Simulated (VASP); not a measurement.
Data:

```xyz
4
Lattice="2.0547 -3.5589 0.0000 2.0547 3.5589 0.0000 0.0000 0.0000 5.4106" Properties=species:S:1:pos:R:3 pbc="T T T"
Ni     0.0000     0.0000     2.7053
Ni     0.0000     0.0000     0.0000
Sb     2.0547     1.1863     1.3526
Sb     2.0547    -1.1863     4.0579
```

Computed with vdW-DF2, VASP's PBE PAW potentials (set 64) (plane waves; VASP). Settings: 520 eV cut-off, 10×10×7 Γ-centred mesh, tetrahedra with Blöchl corrections, potentials Ni Sb.

Unless said otherwise, spin-orbit coupling is left out, though it shifts the bands of the heavy elements here.

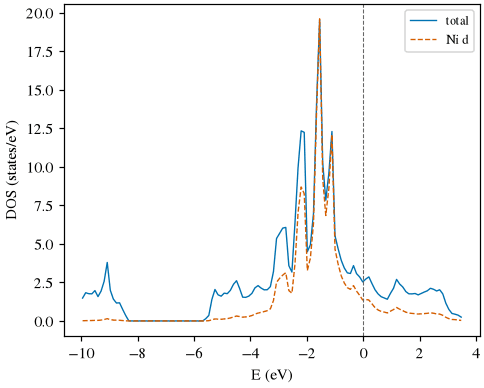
Figure. Total and projected density of states, zero at the Fermi level

Within 2 eV below the Fermi level the largest weight inside VASP's projection spheres is Ni d.

It has no gap at this level: it comes out as a metal or semimetal.

The compound is NiSb in the NiAs type structure. It was relaxed first, which changed the volume by +15 %. The run is not spin-polarised, so no magnetic state was tried.
